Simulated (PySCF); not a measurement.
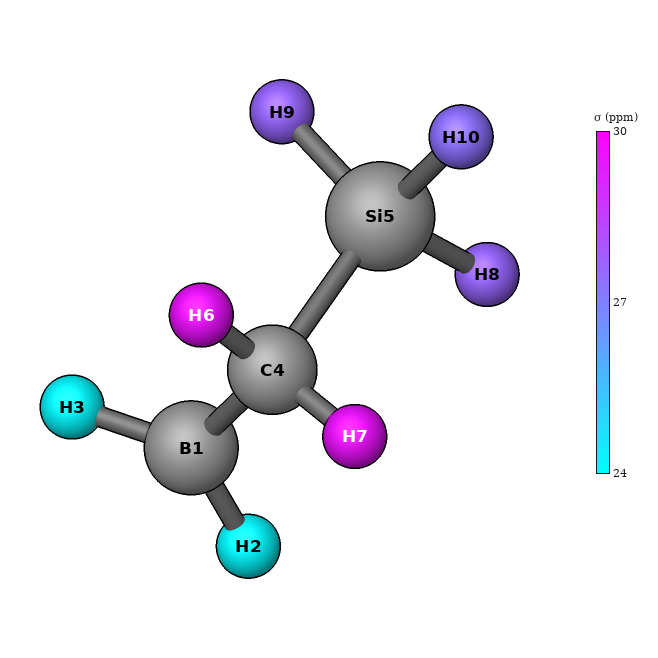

Atoms are coloured by their isotropic NMR shieldings (H only, the others grey). The geometry was computed by an optimisation with PBE0-D3(BJ)/def2-SVP. No frequency run is at hand to confirm it as a minimum. Properties computed with GIAO ωB97X-D/pcSseg-1 NMR shielding, non-relativistic, gas phase (PySCF 2.14.0).

List the isotropic NMR shieldings of the H atoms.

| atom | σ (ppm) |
| --- | --- |
| H2 | 24.15 |
| H3 | 24.15 |
| H6 | 29.56 |
| H7 | 29.56 |
| H8 | 27.60 |
| H9 | 27.61 |
| H10 | 27.34 |
